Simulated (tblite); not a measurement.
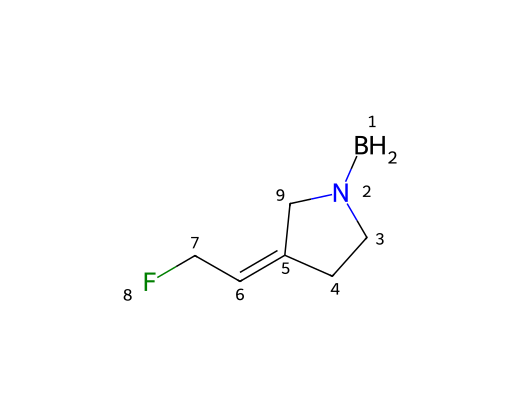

A structural formula, with wedges where it has stereocentres; small numbers name the atoms. The configuration is that of a computed structure (GFN2-xTB).

Q: Assign CIP descriptors.

A: C5=C6: Z.

Q: Give a SMILES with the stereochemistry.

A: BN1CC/C(=C/CF)C1
